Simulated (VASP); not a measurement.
Band structure of GeSe₂ (relaxed from the 2H-MoS2 structure, space group P6_3/mmc). Method: PBEsol GGA, VASP's PBE PAW potentials (set 64) (plane waves; VASP 6.6.1).

Without a dispersion term in the relaxation, distances and binding between the weakly bound layers, chains or molecules are unreliable, and so is what depends on them.

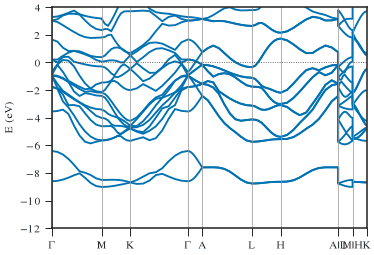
Fig. 1. Bands along high-symmetry lines, zero at the valence-band maximum or, without a gap, the Fermi level

**Question.** Read the plot: is there a gap, and where are the band edges?

**Answer.** It has no gap at this level: it comes out as a metal or semimetal. (Edges off the drawn lines would not show.)

The structure was generated: GeSe2 was put into the 2H-MoS2 type (P6_3/mmc), which need not be its known phase. It was relaxed first, which changed the volume by +18 %.
